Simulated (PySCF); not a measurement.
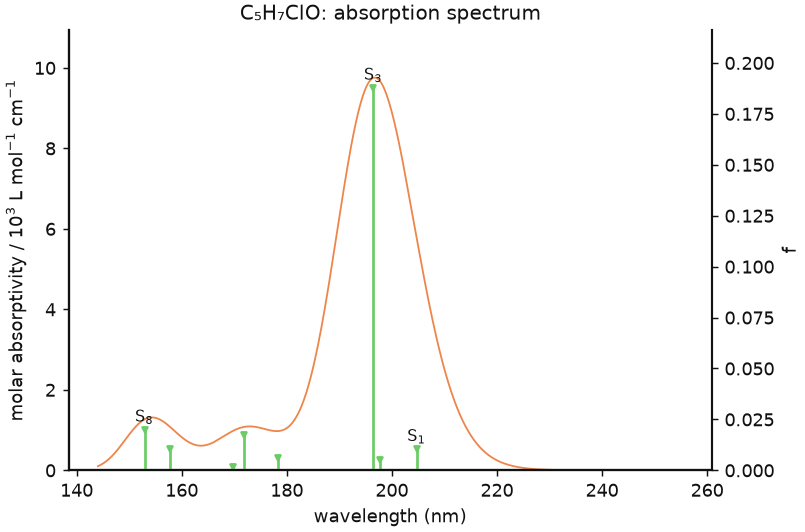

Computed absorption of C₅H₇ClO, SMILES C[C@H]1CC=C(Cl)O1. Vertical TDDFT excitations, CAM-B3LYP/def2-SVPD, PySCF 2.14.0, at a GFN2-xTB geometry (no frequency check), gas phase. The lowest 8 singlet states are shown; each is broadened by a Gaussian of 1/e half-width 0.33 eV. Sticks give oscillator strengths (right axis).

Does any vertical transition fall in the visible?

No singlet lies below 3.1 eV (beyond 400 nm), so at this level no vertical transition falls in the visible.

Where is the lowest singlet, and is it bright?

S1 lies at 6.06 eV (205 nm) with f = 0.010, mainly HOMO → LUMO (82 %); it is weak.

Caveats: states above the negative HOMO energy depend on the basis; the tight-binding geometry is rougher than a DFT one and adds to the error; core orbitals are frozen in the response.
